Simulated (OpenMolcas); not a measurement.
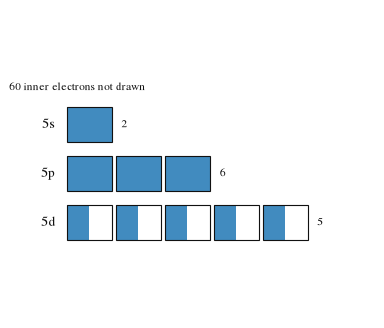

The outer shells of the leading configuration of the lowest level: a box for each of the 2l + 1 orbitals, shaded by the share of the shell that is filled, with the electron count at the right.

Run report: Ir⁴⁺ complex, multiconfigurational calculation (part 1 of 2)

- system: Ir⁴⁺ with 6 ligands (F; octahedron, 1.889 Å), embedded in Cs2GeF6 by model potentials and point charges, whose field is part of the energies.
- method: state-averaged CASSCF, active space 5 electrons in the shell 5d, basis ANO-RCC-VTZP on the metal and ANO-RCC-VDZP on the ligands, DKH2 scalar Hamiltonian, spin-orbit coupling by RASSI with atomic mean-field integrals (OpenMolcas)

### Log (extracts)
```
--- SEWARD ---
Basis set label: IR.ANO-RCC...8S7P5D3F1G.

      Electronic valence basis set:
      ------------------
      Associated Effective Charge  77.000000 au
      Associated Actual Charge     77.000000 au
      Nuclear Model: Point charge

      Shell  nPrim  nBasis  Cartesian Spherical Contaminant
         s      24       8        X
         p      21       7        X
         d      15       5                 X
         f      11       3                 X
         g       4       1                 X
                  Relativistic Douglas-Kroll-Hess integrals:
                    - DKH order of Hamiltonian: 2
                    - DKH order of Properties : 0
                  Atomic mean-field integrals
--- RASSCF ---
Wave function specifications:
      -----------------------------

      Number of closed shell electrons         128
      Number of electrons in active shells       5
      Max number of holes in RAS1 space          0
      Max nr of electrons in RAS3 space          0
      Number of inactive orbitals               64
      Number of active orbitals                  5
      Number of secondary orbitals              99
      Spin quantum number                      2.5
      State symmetry                             1
Orbital specifications:
      -----------------------

      Symmetry species                           1   2
                                                ag  au
      Frozen orbitals                            0   0
      Inactive orbitals                         30  34
      Active orbitals                            5   0
      RAS1 orbitals                              0   0
      RAS2 orbitals                              5   0
      RAS3 orbitals                              0   0
      Secondary orbitals                        49  50
      Deleted orbitals                           0   0
      Number of basis functions                 84  84
      Number of CSFs                             1
      Number of root(s) required                 1
      Iter CI   SX   CI       RASSCF       Energy    max ROT     max BLB   max BLB  Level Ln srch  Step   QN
          iter iter root      energy       change     param      element    value   shift minimum  type update
 Nr of preliminary CI iterations:   1
      Total energies have been shifted. Add               -18000.00 au
        1   1   11    1  -407.06648286    0.00E+00  -1.07E-01*  35  50 1  3.69E-01*  1.23   0.00    SX    NO
        2   1   12    1  -408.17804476   -1.11E+00* -1.05E-01*  30  33 1  1.50E-01*  0.88   0.00    SX    NO
        3   1   13    1  -408.40450260   -2.26E-01* -5.15E-02   30  33 1  6.72E-02*  0.70   0.00    SX    NO
        4   1   12    1  -408.44049709   -3.60E-02* -2.23E-02   30  33 1  2.87E-02*  0.64   0.00    SX    NO
        5   1   11    1  -408.44788218   -7.39E-03* -1.78E-02   30  33 1  1.55E-02*  0.64   1.87    LS   YES
        6   1   11    1  -408.44991628   -2.03E-03*  6.68E-03   13  38 2  1.26E-02*  0.63   1.10    QN   YES
        7   1   10    1  -408.45039765   -4.81E-04*  2.50E-03   13  48 2  5.53E-03*  0.62   0.94    QN   YES
        8   1    9    1  -408.45049889   -1.01E-04* -4.02E-04   13  48 2  7.52E-04*  0.62   1.14    QN   YES
        9   1    8    1  -408.45050376   -4.87E-06*  9.44E-05    7  55 2 -1.89E-04*  0.62   1.14    QN   YES
       10   1    8    1  -408.45050417   -4.06E-07* -6.93E-05   22  52 2 -8.82E-05   0.62   1.39    QN   YES
       11   1    7    1  -408.45050426   -8.98E-08* -2.13E-05   18  59 1 -2.20E-05   0.62   1.20    QN   YES
       12   1    6    1  -408.45050427   -9.90E-09  -1.07E-05   18  45 1  1.12E-05   0.62   1.32    QN   YES
      Convergence after 12 iterations
       13   1    6    1  -408.45050427   -1.66E-09  -1.07E-05   18  45 1  5.20E-06   0.62   1.32    QN   YES
      Natural orbitals and occupation numbers for root  1
      sym 1:   1.000000   1.000000   1.000000   1.000000   1.000000
::    RASSCF root number  1 Total energy: -18408.45050427
--- RASSCF ---
Wave function specifications:
      -----------------------------

      Number of closed shell electrons         128
      Number of electrons in active shells       5
      Max number of holes in RAS1 space          0
      Max nr of electrons in RAS3 space          0
      Number of inactive orbitals               64
      Number of active orbitals                  5
      Number of secondary orbitals              99
      Spin quantum number                      1.5
      State symmetry                             1
Orbital specifications:
      -----------------------

      Symmetry species                           1   2
                                                ag  au
      Frozen orbitals                            0   0
      Inactive orbitals                         30  34
      Active orbitals                            5   0
      RAS1 orbitals                              0   0
      RAS2 orbitals                              5   0
      RAS3 orbitals                              0   0
      Secondary orbitals                        49  50
      Deleted orbitals                           0   0
      Number of basis functions                 84  84
      Number of CSFs                            24
      Number of root(s) required                24
      Iter CI   SX   CI       RASSCF       Energy    max ROT     max BLB   max BLB  Level Ln srch  Step   QN
          iter iter root      energy       change     param      element    value   shift minimum  type update
 Nr of preliminary CI iterations:   1
      Total energies have been shifted. Add               -18000.00 au
        1   1   11    0  -408.32269894    0.00E+00  -1.23E-02   27  31 1 -1.36E-02*  0.64   0.00    SX    NO
        2   1   11    0  -408.32449439   -1.80E-03*  6.85E-03   27  31 1 -7.56E-03*  0.64   0.00    SX    NO
        3   1   10    0  -408.32502681   -5.32E-04*  4.26E-03   27  31 1 -4.70E-03*  0.64   0.00    SX    NO
        4   1   10    0  -408.32519961   -1.73E-04*  2.57E-03   25  34 1 -2.84E-03*  0.64   0.00    SX    NO
        5   1    9    0  -408.32525832   -5.87E-05*  3.63E-03   25  34 1 -1.75E-03*  0.64   2.43    LS   YES
        6   1    9    0  -408.32528952   -3.12E-05*  2.69E-04   24  45 1 -3.60E-04*  0.64   1.02    QN   YES
        7   1    8    0  -408.32529048   -9.64E-07*  2.85E-04   23  33 1 -2.22E-04*  0.64   2.06    LS   YES
        8   1    8    0  -408.32529083   -3.51E-07*  1.47E-04   17  48 2 -2.48E-04*  0.64   1.01    QN   YES
        9   1    7    0  -408.32529097   -1.42E-07*  2.63E-05   16  50 2  8.50E-05   0.64   0.86    QN   YES
       10   1    6    0  -408.32529099   -2.19E-08*  9.09E-06   26  42 2  1.77E-05   0.64   1.19    QN   YES
       11   1    5    0  -408.32529100   -3.68E-09  -5.95E-06   13  46 2 -6.72E-06   0.64   1.18    QN   YES
      Convergence after 11 iterations
       12   1    5    0  -408.32529100   -4.37E-10  -5.95E-06   24  51 1  2.43E-06   0.64   1.18    QN   YES
      Natural orbitals and occupation numbers for root  1
      sym 1:   1.087397   1.907041   0.092457   1.001752   0.911353
      Natural orbitals and occupation numbers for root  2
      sym 1:   1.909020   1.001771   0.913326   1.085399   0.090485
      Natural orbitals and occupation numbers for root  3
      sym 1:   1.001348   1.990596   0.009383   1.003799   0.994874
::    RASSCF root number  1 Total energy: -18408.51053606
::    RASSCF root number  2 Total energy: -18408.51053606
::    RASSCF root number  3 Total energy: -18408.51053606
::    RASSCF root number  4 Total energy: -18408.48372207
::    RASSCF root number  5 Total energy: -18408.48372207
::    RASSCF root number  6 Total energy: -18408.48372207
::    RASSCF root number  7 Total energy: -18408.35641273
::    RASSCF root number  8 Total energy: -18408.35138540
::    RASSCF root number  9 Total energy: -18408.35138540
::    RASSCF root number 10 Total energy: -18408.34065147
::    RASSCF root number 11 Total energy: -18408.34065147
::    RASSCF root number 12 Total energy: -18408.34065147
::    RASSCF root number 13 Total energy: -18408.32982779
::    RASSCF root number 14 Total energy: -18408.32982779
::    RASSCF root number 15 Total energy: -18408.29539633
::    RASSCF root number 16 Total energy: -18408.29539633
::    RASSCF root number 17 Total energy: -18408.29539633
::    RASSCF root number 18 Total energy: -18408.28531306
::    RASSCF root number 19 Total energy: -18408.16596966
::    RASSCF root number 20 Total energy: -18408.16596966
::    RASSCF root number 21 Total energy: -18408.16596966
::    RASSCF root number 22 Total energy: -18408.13800167
::    RASSCF root number 23 Total energy: -18408.13800167
::    RASSCF root number 24 Total energy: -18408.13800167
--- RASSCF ---
Wave function specifications:
      -----------------------------

      Number of closed shell electrons         128
      Number of electrons in active shells       5
      Max number of holes in RAS1 space          0
      Max nr of electrons in RAS3 space          0
      Number of inactive orbitals               64
      Number of active orbitals                  5
      Number of secondary orbitals              99
      Spin quantum number                      0.5
      State symmetry                             1
Orbital specifications:
      -----------------------

      Symmetry species                           1   2
                                                ag  au
      Frozen orbitals                            0   0
      Inactive orbitals                         30  34
      Active orbitals                            5   0
      RAS1 orbitals                              0   0
      RAS2 orbitals                              5   0
      RAS3 orbitals                              0   0
      Secondary orbitals                        49  50
      Deleted orbitals                           0   0
      Number of basis functions                 84  84
      Number of CSFs                            75
      Number of root(s) required                75
      Iter CI   SX   CI       RASSCF       Energy    max ROT     max BLB   max BLB  Level Ln srch  Step   QN
          iter iter root      energy       change     param      element    value   shift minimum  type update
 Nr of preliminary CI iterations:   1
      Total energies have been shifted. Add               -18000.00 au
        1   1   11    0  -408.25173284    0.00E+00  -7.47E-03   25  31 1 -8.25E-03*  0.62   0.00    SX    NO
        2   1   11    0  -408.25238929   -6.56E-04*  4.08E-03   25  31 1 -4.51E-03*  0.62   0.00    SX    NO
        3   1   10    0  -408.25258278   -1.93E-04*  2.62E-03   25  31 1 -2.89E-03*  0.62   0.00    SX    NO
        4   1   10    0  -408.25264603   -6.32E-05*  1.58E-03   25  31 1 -1.74E-03*  0.61   0.00    SX    NO
        5   1    9    0  -408.25266794   -2.19E-05*  2.30E-03   25  31 1 -1.10E-03*  0.61   2.47    LS   YES
        6   1    8    0  -408.25267998   -1.20E-05*  2.05E-04   31  46 1  2.35E-04*  0.61   1.01    QN   YES
        7   1    7    0  -408.25268047   -4.89E-07* -3.11E-04   23  33 1 -1.85E-04*  0.61   1.62    QN   YES
        8   1    7    0  -408.25268071   -2.35E-07* -1.25E-05   19  38 2  4.40E-05   0.61   0.96    QN   YES
        9   1    6    0  -408.25268071   -8.09E-09   7.07E-06   33  44 2 -1.26E-05   0.61   1.15    QN   YES
      Convergence after  9 iterations
       10   1    6    0  -408.25268072   -1.83E-09   7.07E-06   19  38 2 -5.08E-06   0.61   1.15    QN   YES
      Natural orbitals and occupation numbers for root  1
      sym 1:   1.011402   1.982732   0.004768   0.018367   1.982731
      Natural orbitals and occupation numbers for root  2
      sym 1:   1.982732   1.982731   0.018367   1.011402   0.004768
      Natural orbitals and occupation numbers for root  3
      sym 1:   1.982729   1.982729   0.018370   1.011405   0.004767
::    RASSCF root number  1 Total energy: -18408.61778777
::    RASSCF root number  2 Total energy: -18408.61778777
::    RASSCF root number  3 Total energy: -18408.61778777
::    RASSCF root number  4 Total energy: -18408.46603605
::    RASSCF root number  5 Total energy: -18408.46603605
::    RASSCF root number  6 Total energy: -18408.46603605
::    RASSCF root number  7 Total energy: -18408.46456065
::    RASSCF root number  8 Total energy: -18408.45448764
::    RASSCF root number  9 Total energy: -18408.45448764
::    RASSCF root number 10 Total energy: -18408.45448764
::    RASSCF root number 11 Total energy: -18408.44663399
::    RASSCF root number 12 Total energy: -18408.44663399
::    RASSCF root number 13 Total energy: -18408.42153422
::    RASSCF root number 14 Total energy: -18408.42153422
::    RASSCF root number 15 Total energy: -18408.42153422
::    RASSCF root number 16 Total energy: -18408.41659372
::    RASSCF root number 17 Total energy: -18408.41659371
::    RASSCF root number 18 Total energy: -18408.41659371
::    RASSCF root number 19 Total energy: -18408.40014739
::    RASSCF root number 20 Total energy: -18408.36933640
::    RASSCF root number 21 Total energy: -18408.36933639
::    RASSCF root number 22 Total energy: -18408.31156793
::    RASSCF root number 23 Total energy: -18408.30155282
::    RASSCF root number 24 Total energy: -18408.30155282
::    RASSCF root number 25 Total energy: -18408.30155282
::    RASSCF root number 26 Total energy: -18408.29350761
::    RASSCF root number 27 Total energy: -18408.29350761
::    RASSCF root number 28 Total energy: -18408.28058118
::    RASSCF root number 29 Total energy: -18408.28058118
::    RASSCF root number 30 Total energy: -18408.28058118
```

(Continued in part 2.) Outcome of the run: converged.
